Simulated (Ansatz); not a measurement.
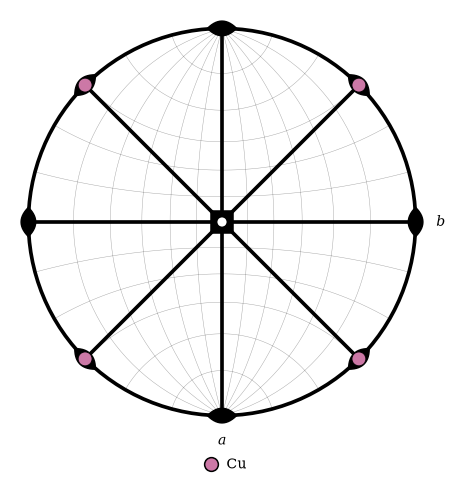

Directions from one hydrogen atom at (1/2, 1/2, 0) to its bonded neighbours, in stereographic projection down c (filled: above the plane of the page or in it, open: below). Crystal: CuH3, coordinates from a relaxation with DFT PBE, scalar-relativistic, plane waves, PAW (Ansatz 0.2.0); the starting structure was generated, so it need not be a known form of this composition. Symmetry computed with spglib at a tolerance of 0.002 Å; standard conventional cell.

Neighbours are counted up to 2.11 Å for Cu. The symmetry elements of the site are drawn in: heavy lines are mirror planes (a heavy rim: a mirror in the plane of the page); lens, triangle, square and hexagon are 2-, 3-, 4- and 6-fold axes, a lens in an open square is −4, a triangle in an open hexagon −6; thin dashed diameters join the ends of axes that lie in the page; a small open circle marks inversion.

```
Cu H
1.0
     2.77095    0.00000    0.00000
     0.00000    2.77095    0.00000
     0.00000    0.00000    2.77095
Cu H
1 3
Direct
  0.00000 0.00000 0.00000
  0.50000 0.50000 0.00000
  0.50000 0.00000 0.50000
  0.00000 0.50000 0.50000
```

Question: How many neighbours are there, and at what angles?

Answer: 4: 4 Cu at 1.96 Å. Angles between bonds: 90° (4×), 180° (2×).

Question: What is the site's symmetry in the crystal?

Answer: Point group 4/mmm (D4h), order 16: one fourfold axis, four twofold axes, five mirror planes, an inversion centre. In Pm-3m (No. 221) this is Wyckoff position 3c.
